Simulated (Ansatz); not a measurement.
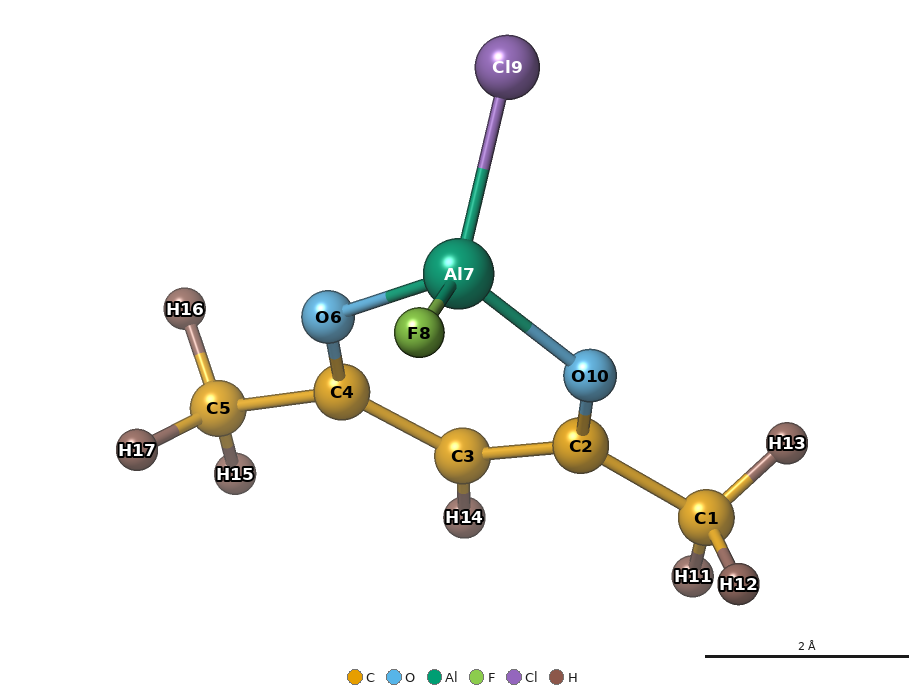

Orthographic view. Atoms fade into the background with distance from the viewer. The geometry was computed by an optimisation with PBE0-D4/def2-TZVP. No frequency run is at hand to confirm it as a minimum.

List the bonded neighbours of every atom.

C1: C2, H11, H12, H13
C2: C1, C3, O10
C3: C2, C4, H14
C4: C3, C5, O6
C5: C4, H15, H16, H17
O6: C4, Al7
Al7: O6, F8, Cl9, O10
F8: Al7
Cl9: Al7
O10: C2, Al7
(terminal hydrogens appear only as neighbours)
